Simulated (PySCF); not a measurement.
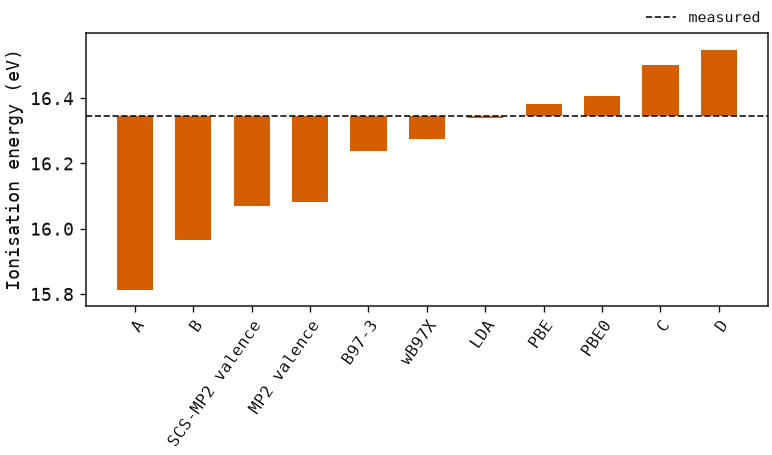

The ionisation energy of Si⁺ ([Ne] 3s² 3p → [Ne] 3s²) by several methods, in rising order. PySCF, aug-cc-pVTZ-DK, spin-free X2C-1e, unrestricted single determinants, no spin-orbit coupling. Methods marked “valence” freeze 10 core electrons. The lettered entries are HF, LC-wPBE, r2SCAN and wB97M-V in some order.

**Which letter is which method?**

A is HF (15.813 eV); B is wB97M-V (15.965 eV); C is r2SCAN (16.500 eV); D is LC-wPBE (16.547 eV). The values run from 15.813 eV (HF) to 16.547 eV (LC-wPBE). The measured value is 16.346 eV; nearest to it come LDA (−0.005) and PBE (+0.036), furthest HF (−0.533 eV). These values lack spin-orbit coupling; with the first-order correction of +0.021 eV added, LDA comes nearest (+0.015).
